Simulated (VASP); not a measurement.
Band structure of SiRh (relaxed from the CsCl structure, space group Pm-3m). All values below come from PBEsol GGA, VASP's PBE PAW potentials (set 64) (plane waves; VASP).

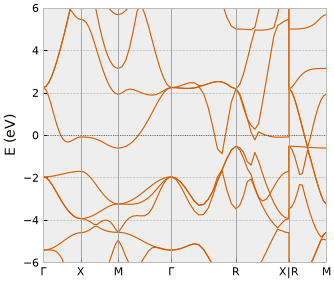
*Bands along high-symmetry lines, zero at the valence-band maximum or, without a gap, the Fermi level*

Problem. Read the plot: is there a gap, and where are the band edges?

Solution. It has no gap at this level: it comes out as a metal or semimetal. (Edges off the drawn lines would not show.)

The structure was generated: SiRh was put into the CsCl type (Pm-3m), which need not be its known phase. It was relaxed first. The electron count is odd and the run is not spin-polarised, which forces a metal.
